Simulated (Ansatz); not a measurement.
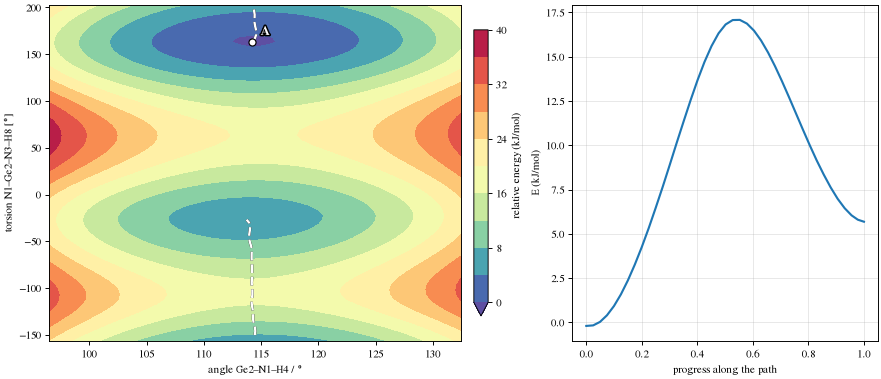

GeH₆N₂, SMILES [NH2][GeH2][NH2]. Two internal coordinates are moved rigidly from the geometry relaxed at PBE0-D4/def2-TZVP, all others fixed. The first coordinate is: angle Ge2–N1–H4; the second: torsion N1–Ge2–N3–H8. The scan uses a 5 × 8 grid. Points are written as (first, second). All energies are given in kJ/mol relative to the lowest grid point. All numbers below come from RKS PBE-D4/def2-TZVPP in Ansatz 0.2.0.

The picture shows filled contours, a line along the lowest path, the energy along the path at the right, the start A. Between grid points the surface is interpolated.

**Describe the path and its barrier.**

The easiest path leads from the well at (114.5°, 158°) to the well at (114.5°, −22°), about 5.9 kJ/mol higher. Its highest point lies about 17 kJ/mol above the bottom of the first well on the interpolated surface, at about (114°, −105°). Seen from the upper well the barrier is about 11 kJ/mol. This is the barrier on the constrained surface; relaxing the other coordinates would change it.
